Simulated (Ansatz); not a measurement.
# NiGe2: a trial structure relaxed

Where does NiGe2 go from the start given, structure listed in a database for this formula (Cmce, No. 64)?

Method: DFT r2SCAN, scalar-relativistic, plane waves, PAW, in Ansatz 0.2.0.

### Step 1. The structure to begin with

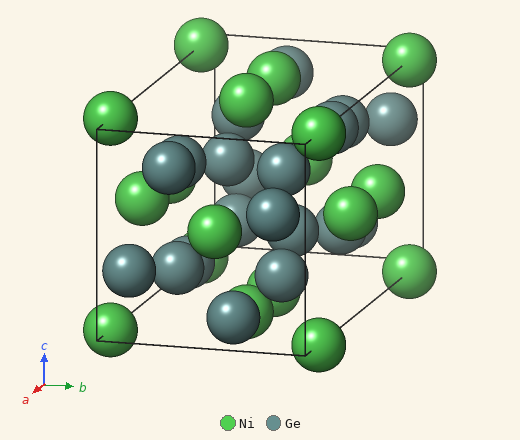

Start, viewed slightly off an axis; nickel green, germanium teal. Atoms on the faces are drawn again on the opposite ones. The cell drawn here is the conventional one.

Structure file:

```xyz
12
Lattice="5.4184 -2.8630 0.0000 5.4184 2.8630 0.0000 0.0000 0.0000 5.7413" Properties=species:S:1:pos:R:3 pbc="T T T"
Ni    1.2499    0.0000    0.0000
Ni    4.1685    0.0000    2.8707
Ni    9.5868    0.0000    0.0000
Ni    6.6683    0.0000    2.8707
Ge    5.4184   -1.9759    1.9674
Ge    5.4184   -0.8871    4.8381
Ge    5.4184    0.8871    0.9033
Ge    5.4184    1.9759    3.7739
Ge    2.7092    1.4022    1.4353
Ge    2.7092   -1.4022    4.3060
Ge    8.1276   -1.4022    4.3060
Ge    8.1276    1.4022    1.4353
```

### Step 2. Quick check of gap, pressure and forces

File input.yaml:

```yaml
crystal:
  lattice:
    - [5.4183697797, -2.8630311643, 0.0]
    - [5.4183697797, 2.8630311643, 0.0]
    - [0.0, 0.0, 5.7413212]
  atoms:
    - { symbol: Ni, position: [0.11533948, 0.11533948, 0.0], spin: 2.0 }
    - { symbol: Ni, position: [0.38466052, 0.38466052, 0.5], spin: 2.0 }
    - { symbol: Ni, position: [0.88466052, 0.88466052, 0.0], spin: 2.0 }
    - { symbol: Ni, position: [0.61533948, 0.61533948, 0.5], spin: 2.0 }
    - { symbol: Ge, position: [0.84507012, 0.15492988, 0.34267294] }
    - { symbol: Ge, position: [0.65492988, 0.34507012, 0.84267294] }
    - { symbol: Ge, position: [0.34507012, 0.65492988, 0.15732706] }
    - { symbol: Ge, position: [0.15492988, 0.84507012, 0.65732706] }
    - { symbol: Ge, position: [0.00511701, 0.49488299, 0.25] }
    - { symbol: Ge, position: [0.49488299, 0.00511701, 0.75] }
    - { symbol: Ge, position: [0.99488299, 0.50511701, 0.75] }
    - { symbol: Ge, position: [0.50511701, 0.99488299, 0.25] }
basis:
  ecutwfc: 500
kpoints:
  mp_grid: { grid: [4, 4, 4] }
hamiltonian:
  xc: r2scan
scf:
  occupations: { method: gaussian, width: 0.1 }
  lower_state_search: "off"
output:
  forces: true
  stress: true
  eigenvalues: true
  populations: true
magnetization:
  spin_polarized: true
```

Command:

```sh
ansatz run input.yaml --threads 1 --pin off --max-ram 3072MiB --backend cpu --events-out ev --progress --plain --runs-dir out
```

Standard output (excerpt; [...] marks lines left out):

```text
Warning: RAYON_NUM_THREADS=1 ignored (pool sized by the plan → 1); use --threads N
[...]
Pseudopotentials: kind: paw
Pseudopotential: Ni, paw, valence charge 18, recommended cutoff 500 eV (meta_gga), Ni.paw.azcp
Pseudopotential: Ge, paw, valence charge 14, recommended cutoff 500 eV (meta_gga), Ge.paw.azcp
Functional definition: r2SCAN
[...]
Crystal: 12 atoms, lattice volume = 178.130 Å³
Basis set: ecut = 500 eV, 4561 PW (Γ), exchange–correlation on 180×180×180 points (64 copies of the dense FFT grid, shifted against one another)
Bands: 116, of which v1, the nominal top of the filled ones, is band 92 counted from 1 (91 counted from 0)
Symmetry: 8 space group operations
Space group: Cmce (ITA 64), of the structure as read, at distance tolerance 5.6e-5 Å
Magnetic group: BNS 64.469 (UNI 567), of the structure as read, at distance tolerance 5.6e-5 Å
k-points: 21 of 64
[...]
Starting moments: Σ|m| = 8 μB on 4 of 12 sites
[...]
SCF iter   1: F=-57777.774525 eV  HF=-57806.787314 eV  |F-HF|=2.90e1  |Δ(HF+E_count)|=         —  Δρ=1.78e-1 (↑4.05e-2 ↓1.78e-1)  dr2=3.72e1  dr2_τ=2.37e-1  dr2_m=1.85e1  M=1.366 μB ∫|m|=2.110 μB  β_m=0.30  ethr=3.10e-3  ⟨swp⟩=5.2  Hψ=16183  notcnv=0  defer=125
[...]
spin=Collinear: Kerker preconditioning applied to the charge; magnetization (m = ρ↑ − ρ↓) channel mixes plain (no charge-response kernel on spin).
[...]
spin-set hold released at iteration 2 (the charge has settled, or the pull on large starting moments outlasts its swing): the magnetisation degrees of freedom join the quasi-Newton model from the next iteration; the mixer history was flushed
[...]
WARN: the starting moments were not kept: the SCF closed with an absolute magnetisation of 2.2e-5 μB, where they sum to 8 μB in size (4 sites). That is at most 0.1 of that sum. Measured as dr2_m measures the in/out step, that magnetisation stands 1.4e-10 eV from none, at or under the [...]
SCF converged after 22 iterations
Magnetization: 0.0000 μB (92.0000 up, 92.0000 down)
Absolute magnetization: 0.0000 μB (∫|ρ↑−ρ↓|, with the PAW one-centre terms)
Spin contamination: 0.0000 ħ² per cell (⟨S²⟩ above its minimum at these occupations)
[...]
Free energy (F): -57805.374971 eV
[...]
E sigma→0 (E₀):  -57805.359107 eV
Entropy (-TS):   -0.031729 eV (-2.644 meV/atom)
Fermi energy:    14.301398 eV
[...]
--- Forces (eV/Å), atoms counted from 1 ---
  atom   1  Ni     0.00332385     0.00000000    -0.00000000
  atom   2  Ni    -0.00332385    -0.00000000     0.00000000
  atom   3  Ni    -0.00332385    -0.00000000    -0.00000000
  atom   4  Ni     0.00332385     0.00000000     0.00000000
  atom   5  Ge     0.00000000     0.00346649    -0.00169813
  atom   6  Ge    -0.00000000    -0.00346649    -0.00169813
  atom   7  Ge    -0.00000000     0.00346649     0.00169813
  atom   8  Ge     0.00000000    -0.00346649     0.00169813
[...]
--- Stress (GPa, compression-positive) ---
        0.095809       0.000000       0.000000
        0.000000       0.126332       0.000000
        0.000000       0.000000       0.164443
  P = ⅓ Tr σ = 0.1289 GPa (1.289 kbar)
--- Band table (eV; the first three rows and the last of 42) ---
[...]
--- Löwdin populations: 12 sites ---
  site symbol       q [e]    m [muB]
     0     Ni     17.4634     0.0000
     1     Ni     17.4634     0.0000
     2     Ni     17.4634     0.0000
     3     Ni     17.4634     0.0000
     4     Ge     14.1693    -0.0000
     5     Ge     14.1693    -0.0000
     6     Ge     14.1693    -0.0000
     7     Ge     14.1693    -0.0000
     8     Ge     14.1609     0.0000
     9     Ge     14.1609     0.0000
    10     Ge     14.1609     0.0000
    11     Ge     14.1609     0.0000
  spilling = 0.004488 (of n_electrons = 184.000000)
```

It took 5.4 min on 1 thread of Arm Neoverse V2, shared host; peak memory 1.4 GiB.

Site by site:

```csv
atom,Löwdin electrons
Ni1,17.46
Ni2,17.46
Ni3,17.46
Ni4,17.46
Ge5,14.17
Ge6,14.17
Ge7,14.17
Ge8,14.17
Ge9,14.16
Ge10,14.16
Ge11,14.16
Ge12,14.16
```

The Löwdin counts miss 0.83 of the 184 electrons, which the atomic orbitals do not span, so they are no charges.

From the probe: pressure 0.1 GPa, largest force 0.01 eV/Å, gap on this mesh none (metal). By this gap the next run takes a mesh of 8×8×8.

### Step 3. The relaxation

File input.yaml:

```yaml
crystal:
  lattice:
    - [5.4183697797, -2.8630311643, 0.0]
    - [5.4183697797, 2.8630311643, 0.0]
    - [0.0, 0.0, 5.7413212]
  atoms:
    - { symbol: Ni, position: [0.11533948, 0.11533948, 0.0] }
    - { symbol: Ni, position: [0.38466052, 0.38466052, 0.5] }
    - { symbol: Ni, position: [0.88466052, 0.88466052, 0.0] }
    - { symbol: Ni, position: [0.61533948, 0.61533948, 0.5] }
    - { symbol: Ge, position: [0.84507012, 0.15492988, 0.34267294] }
    - { symbol: Ge, position: [0.65492988, 0.34507012, 0.84267294] }
    - { symbol: Ge, position: [0.34507012, 0.65492988, 0.15732706] }
    - { symbol: Ge, position: [0.15492988, 0.84507012, 0.65732706] }
    - { symbol: Ge, position: [0.00511701, 0.49488299, 0.25] }
    - { symbol: Ge, position: [0.49488299, 0.00511701, 0.75] }
    - { symbol: Ge, position: [0.99488299, 0.50511701, 0.75] }
    - { symbol: Ge, position: [0.50511701, 0.99488299, 0.25] }
basis:
  ecutwfc: 500
kpoints:
  mp_grid: { grid: [8, 8, 8] }
hamiltonian:
  xc: r2scan
scf:
  occupations: { method: gaussian, width: 0.1 }
output:
  forces: true
  stress: true
  eigenvalues: true
relax:
  adjacent_minimum: "off"
  f_tol: 0.01
  max_steps: 80
  cell: { stress_tol: 0.05 }
```

Command:

```sh
ansatz run input.yaml --threads 1 --pin off --max-ram 3072MiB --backend cpu --events-out ev --progress --plain --runs-dir out
```

Standard output:

```text
Warning: RAYON_NUM_THREADS=1 ignored (pool sized by the plan → 1); use --threads N
Engine: ansatz 0.2.0, aarch64-unknown-linux-gnu
[... 4 set-up lines as earlier in the session ...]
  parameter k0 = 0.174
  parameter k1 = 0.065
  parameter a1 = 4.9479
  exchange = r2scan_x(k0 = k0, k1 = k1, a1 = a1)
  correlation = r2scan_c
Crystal: 12 atoms, lattice volume = 178.130 Å³
Basis set: ecut = 500 eV, 4561 PW (Γ), exchange–correlation on 180×180×180 points (64 copies of the dense FFT grid, shifted against one another)
Bands: 111, of which v1, the nominal top of the filled ones, is band 92 counted from 1 (91 counted from 0)
[... 2 set-up lines as earlier in the session ...]
k-points: 105 of 512
Non-local potential: Ni, projectors of the file, l = 0: 3, l = 1: 2, l = 2: 3, l = 3: 1
Non-local potential: Ge, projectors of the file, l = 0: 2, l = 1: 2, l = 2: 3, l = 3: 1
PAW form: soft (Blöchl's): semilocal exchange-correlation on the pseudo side does not see the compensation charge
PAW frozen core: Ni, regenerated for the run's functional (the file was generated under x = pbe(κ = 0.804, μ = 0.2195149727645171), c = pbe(β = 0.06672455060314922))
PAW frozen core: Ge, regenerated for the run's functional (the file was generated under x = pbe(κ = 0.804, μ = 0.2195149727645171), c = pbe(β = 0.06672455060314922))
PAW one-centre angular grid: Ni, 590 points (default); XC on 160 Gauss nodes
PAW one-centre angular grid: Ge, 590 points (default); XC on 160 Gauss nodes
Initial density: superposition of atomic densities (neutral atoms: chi_scale 0, normalization atom), corrected by the library's trained network
Initial wavefunctions: pseudopotential atomic-orbital guess
Functional: x = r2scan, c = r2scan; τ floored in thin density (d = 2e-4 eV/Å³)
SCF iter   1: F=—  HF=-57805.233805 eV  |F-HF|=—  |Δ(HF+E_count)|=         —  Δρ=2.69e-2  dr2=1.02e0  dr2_τ=2.09e-1  ethr=1.77e-3  ⟨swp⟩=5.0  Hψ=38558  notcnv=0  defer=434
preconditioner: auto → Kerker (q_TF=auto, 2.743 Å⁻¹)  [metal: Δε(μ)=0.008 eV  Ē_g=19.710 eV  σ=0.100 eV  W_gap=0.05  n_scr=70 (ndim 8)  ℏωp=34.3 eV  f_vac=0.002  D(μ)=3.52/eV (n_scr^D=20)]
SCF iter   2: F=—  HF=-57805.578686 eV  |F-HF|=—  |Δ(HF+E_count)|=   3.45e-1  Δρ=2.92e-2  dr2=9.17e-1  dr2_τ=5.92e-3  ethr=5.54e-4  ⟨swp⟩=2.8  Hψ=17842  notcnv=0  defer=1232
SCF iter   3: F=—  HF=-57805.469200 eV  |F-HF|=—  |Δ(HF+E_count)|=   1.09e-1  Δρ=7.12e-3  dr2=8.13e-2  dr2_τ=2.39e-4  ethr=4.98e-4  ⟨swp⟩=2.0  Hψ=13764  notcnv=0  defer=1232
SCF iter   4: F=—  HF=-57805.462175 eV  |F-HF|=—  |Δ(HF+E_count)|=   7.03e-3  Δρ=1.86e-3  dr2=3.98e-3  dr2_τ=8.59e-5  ethr=4.42e-5  ⟨swp⟩=1.1  Hψ=13470  notcnv=0  defer=1226
SCF iter   5: F=—  HF=-57805.463357 eV  |F-HF|=—  |Δ(HF+E_count)|=   1.18e-3  Δρ=1.58e-3  dr2=2.69e-3  dr2_τ=2.03e-5  ethr=2.16e-6  ⟨swp⟩=2.0  Hψ=20026  notcnv=0  defer=1226
SCF iter   6: F=—  HF=-57805.463972 eV  |F-HF|=—  |Δ(HF+E_count)|=   6.16e-4  Δρ=4.99e-4  dr2=4.58e-4  dr2_τ=5.81e-6  ethr=1.46e-6  ⟨swp⟩=2.0  Hψ=14221  notcnv=0  defer=1226
SCF iter   7: F=—  HF=-57805.464033 eV  |F-HF|=—  |Δ(HF+E_count)|=   6.03e-5  Δρ=5.22e-4  dr2=3.62e-4  dr2_τ=6.20e-7  ethr=2.49e-7  ⟨swp⟩=1.2  Hψ=10624  notcnv=0  defer=1226
SCF iter   8: F=—  HF=-57805.464005 eV  |F-HF|=—  |Δ(HF+E_count)|=   2.74e-5  Δρ=3.99e-5  dr2=2.99e-6  dr2_τ=4.26e-8  ethr=1.97e-7  ⟨swp⟩=2.0  Hψ=12475  notcnv=0  defer=1226
SCF iter   9: F=—  HF=-57805.463920 eV  |F-HF|=—  |Δ(HF+E_count)|=   8.48e-5  Δρ=1.24e-5  dr2=2.77e-7  dr2_τ=2.09e-9  ethr=1.63e-9  ⟨swp⟩=2.0  Hψ=16676  notcnv=0  defer=1226
SCF iter  10: F=-57805.463920 eV  HF=-57805.463920 eV  |F-HF|=2.06e-8  |Δ(HF+E_count)|=   5.11e-8  Δρ=3.15e-6  dr2=1.32e-8  dr2_τ=2.40e-10  ethr=5.43e-11  ⟨swp⟩=9.3  Hψ=54574  notcnv=0
SCF 1 converged in 10 iterations: F = -57805.463920 eV  dr2 = 1.32e-8
relax step   1: F+E_penalty+E_count = -57805.46392038 eV  Δ(F+E_penalty+E_count) = +0.000e0 eV  max|allowed force component| = 4.096e-2 eV/Å  Δτ_max = 0.0000 Å  P = -0.368 GPa  Ω = 178.130 Å³  (10 SCF iters, dr2 threshold 1.00e-7 eV, accepted)
[... 13 lines left out ...]
relax step   2: F+E_penalty+E_count = -57805.46732721 eV  Δ(F+E_penalty+E_count) = -3.407e-3 eV  max|allowed force component| = 2.472e-2 eV/Å  Δτ_max = 0.0056 Å  P = -0.068 GPa  Ω = 177.648 Å³  energy of the carried Pulay correction = +3.083e-4 eV  (6 SCF iters, dr2 threshold 1.20e-6 eV, accepted)
[... 11 lines left out ...]
relax step   3: F+E_penalty+E_count = -57805.46767978 eV  Δ(F+E_penalty+E_count) = -3.526e-4 eV  max|allowed force component| = 1.238e-2 eV/Å  Δτ_max = 0.0014 Å  P = +0.014 GPa  Ω = 177.525 Å³  energy of the carried Pulay correction = +3.877e-4 eV  (7 SCF iters, dr2 threshold 1.25e-7 eV, accepted)
[... 11 lines left out ...]
relax step   4: F+E_penalty+E_count = -57805.46770884 eV  Δ(F+E_penalty+E_count) = -2.906e-5 eV  max|allowed force component| = 1.504e-3 eV/Å  Δτ_max = 0.0013 Å  P = -0.002 GPa  Ω = 177.543 Å³  energy of the carried Pulay correction = +3.759e-4 eV  (7 SCF iters, dr2 threshold 9.58e-9 eV, accepted)
[... 9 lines left out ...]
relax step   5: F+E_penalty+E_count = -57805.46735893 eV  Δ(F+E_penalty+E_count) = +3.499e-4 eV  max|allowed force component| = 1.505e-3 eV/Å  Δτ_max = 0.0000 Å  P = -0.003 GPa  Ω = 177.543 Å³  stress off target by 9.41e-3 GPa  SCF on the basis re-selected at this cell (its energy is not comparable with the rows above)  (6 SCF iters)
basis re-selected at this cell: Δ(F+E_penalty+E_count) = +3.499e-4 eV, ΔP = -0.002 GPa vs the last step (what re-selecting the basis moved, of the pressure what is left beyond the Pulay correction that the steps carried, after the strain that the cell walked since its last selection, with what the two solves' SCF thresholds leave and, on support functions, any second-order correction that the steps lacked; it is no measure of the basis error at this ecutwfc). This SCF's stress stands 9.41e-3 GPa from its target on what of the cell is left free (relax.cell.stress_tol is 5.00e-2 GPa) and its largest allowed force component is 1.51e-3 eV/Å (relax.f_tol is 1.00e-2 eV/Å): within both
SCF converged after 6 iterations
Free energy (F): -57805.467359 eV
Harris-Foulkes:  -57805.467359 eV  (|F-HF|=8.37e-10)
Internal energy: -57805.449705 eV  (E = F + TS)
E sigma→0 (E₀):  -57805.458532 eV
Entropy (-TS):   -0.017654 eV (-1.471 meV/atom)
Fermi energy:    14.268811 eV
--- Per-component energies (eV) ---
  E_band       = -2196.146508
  E_kinetic    = 2031.144751
  E_local      = -33055.260862  (includes V_loc(G=0)·N_el)
  E_nonlocal   = 5923.500792
  E_hartree    = 14356.306342
  E_xc         = -873.412176
  E_vxc        = -1020.845820  (∫ρ·V_xc dr)
  E_paw        = -22853.587675  (= ΣΔE_a)
  E_vpaw       = -4853.821261  (= ΣTr[D̂ρ^β])
  E_aug_tail   = 0.001077  (compensation charges beyond the density's cutoff)
  E_vtau       = 66.521819  (kinetic-family band-sum trace: ∫τ·v_τ [+ j·A + Jᵃ·Aᵃ] dr)
  E_ewald      = -23324.255553
  E_core_change = -9.886400  (= ΣΔE_core)
  E_smearing   = -0.017654  (= −TS)
  E_closure    = -0.000000  (closes the sum)
  Σ components = -57805.467359   (vs F -57805.467359, Δ=0.00e0)
--- Forces (eV/Å), atoms counted from 1 ---
  atom   1  Ni    -0.00089714     0.00000000    -0.00000000
  atom   2  Ni     0.00089714    -0.00000000    -0.00000000
  atom   3  Ni     0.00089714    -0.00000000     0.00000000
  atom   4  Ni    -0.00089714     0.00000000     0.00000000
  atom   5  Ge     0.00000000     0.00150512     0.00013549
  atom   6  Ge     0.00000000    -0.00150512     0.00013549
  atom   7  Ge     0.00000000     0.00150512    -0.00013549
  atom   8  Ge     0.00000000    -0.00150512    -0.00013549
  atom   9  Ge    -0.00000000    -0.00067292     0.00000000
  atom  10  Ge     0.00000000     0.00067292     0.00000000
  atom  11  Ge    -0.00000000     0.00067292    -0.00000000
  atom  12  Ge     0.00000000    -0.00067292    -0.00000000
  max |Σ_I F_I| component: 1.30e-17 eV/Å
--- Stress (GPa, compression-positive) ---
       -0.009413       0.000000       0.000000
        0.000000      -0.001683      -0.000000
        0.000000      -0.000000       0.001709
  P = ⅓ Tr σ = -0.0031 GPa (-0.031 kbar)
--- Band table (eV; the first three rows and the last of 105) ---
  k-point 0: bands = ["-93.1065", "-93.1065", "-93.1008", "-93.1008", "-52.0668", "-52.0667", "-52.0609", "-52.0609", "-52.0411", "-52.0410", "-52.0392", "-52.0391", "-52.0333", "-52.0332", "-51.9819", "-51.9818", "-11.4494", "-11.4234", "-11.3918", "-11.3882", "-11.3875", "-11.3570", "-11.3568", "-11.3554", "-11.3551", "-11.3528", "-11.3343", "-11.3341", "-11.3334", "-11.3323", "-11.3317", "-11.3217", "-11.3171", "-11.3118", "-11.2892", "-11.2874", "-11.2822", "-11.2820", "-11.2817", "-11.2812", "-11.2809", "-11.2763", "-11.2739", "-11.2726", "-11.2525", "-11.2518", "-11.2461", "-11.2409", "-11.2347", "-11.2294", "-11.2219", "-11.2211", "-11.2146", "-11.2042", "-11.1892", "-11.1716", "0.0831", "3.9026", "4.2843", "4.8349", "4.9949", "5.2317", "6.9599", "7.1243", "7.1782", "7.4617", "8.2606", "8.8267", "9.8806", "9.9220", "9.9617", "10.0084", "10.3294", "10.5177", "10.9379", "11.1924", "11.2197", "11.4754", "11.5744", "11.6392", "11.7487", "11.8892", "12.1240", "12.1264", "12.1737", "12.2964", "12.6943", "12.8559", "12.8655", "13.0077", "13.2491", "13.5091", "13.6170", "13.8116", "14.0887", "15.4251", "16.5821", "17.2826", "17.3114", "19.1452", "19.1494", "19.3245", "19.6696", "20.4586", "20.4920", "20.9025", "22.1392", "22.1528", "22.6372", "22.6711", "22.7585"]
[... 3 lines left out ...]
--- Relaxed structure (4 steps of the walk, 4 accepted, 1 SCFs on fresh bases) ---
  F+E_penalty+E_count = -57805.46735893 eV   max|allowed force component| = 1.505e-3 eV/Å   (the final SCF, on the basis selected at the relaxed cell)
  cell:  # Å, volume = 177.5430 Å³
    - [5.394073587760783, -2.8698693709230674, 0.0]
    - [5.394073587760783, 2.8698693709230674, 0.0]
    - [0.0, 0.0, 5.7344863903936885]
  atoms:
    - { symbol: Ni, position: [0.11573705539366852, 0.11573705539366852, 1.258946195735696e-20] }
    - { symbol: Ni, position: [0.3842629446063316, 0.3842629446063316, 0.5] }
    - { symbol: Ni, position: [0.8842629446063315, 0.8842629446063315, 1.2589461957356957e-20] }
    - { symbol: Ni, position: [0.6157370553936686, 0.6157370553936686, 0.5] }
    - { symbol: Ge, position: [0.8453586657520078, 0.15464133424799237, 0.3433934156315731] }
    - { symbol: Ge, position: [0.6546413342479922, 0.3453586657520078, 0.8433934156315733] }
    - { symbol: Ge, position: [0.3453586657520078, 0.6546413342479922, 0.1566065843684268] }
    - { symbol: Ge, position: [0.15464133424799237, 0.8453586657520078, 0.6566065843684269] }
    - { symbol: Ge, position: [0.005573780010885182, 0.49442621998911485, 0.25] }
    - { symbol: Ge, position: [0.49442621998911485, 0.005573780010885182, 0.7499999999999999] }
    - { symbol: Ge, position: [0.9944262199891148, 0.5055737800108852, 0.7499999999999999] }
    - { symbol: Ge, position: [0.5055737800108852, 0.9944262199891148, 0.25] }
```

Run time: 25 min. Hardware: 1 thread of Arm Neoverse V2, shared host; peak memory 2 GiB.

Relaxation path:

| step | E - E(step 1) (eV/cell) | largest force component (eV/Å) | pressure (GPa) | volume (Å³) |
| --- | --- | --- | --- | --- |
| 1 | 0.0000 | 0.0410 | -0.37 | 178.13 |
| 2 | -0.0034 | 0.0247 | -0.07 | 177.65 |
| 3 | -0.0038 | 0.0124 | 0.01 | 177.52 |
| 4 | -0.0038 | 0.0015 | 0.00 | 177.54 |
| 5 | -0.0034 | 0.0015 | 0.00 | 177.54 |

Step 1 is the start. Step 5 repeats the geometry before it on a plane-wave basis chosen anew for that cell, so its energy need not be comparable with the rows above.

Lengths and angles in the start's conventional setting:

|  | before | after | change |
| --- | --- | --- | --- |
| a (Å) | 10.837 | 10.788 | -0.4 % |
| b (Å) | 5.726 | 5.740 | +0.2 % |
| c (Å) | 5.741 | 5.734 | -0.1 % |
| volume (Å³/atom) | 14.84 | 14.80 | -0.3 % |
| shortest distance (Å) | 2.481 | 2.474 | -0.3 % |
| space group (0.01 Å) | Cmce | Cmce | same |

Forces and stress were held to the start's 8 operations: a distortion of lower symmetry was not tested.

### Step 4. Results

Formation energies count from the elements, computed with the same settings in runs not shown here.

| quantity | value |
| --- | --- |
| cell (conventional) | a = 10.788 Å, b = 5.740 Å, c = 5.734 Å, α = 90.00°, β = 90.00°, γ = 90.00° |
| space group | Cmce (No. 64) |
| volume | 14.80 Å³/atom |
| gap on the mesh | none (metal) |
| formation energy from the elements | -0.088 eV/atom |

What this shows: The space group stayed Cmce, and from the first guess the volume went from 14.84 to 14.80 Å³/atom. With -0.09 eV/atom it lies under the elements, which doesn't yet make it stable against other compounds of them. A spin-polarised run here lost its starting moments, which speaks against magnetism, though one start doesn't rule it out.
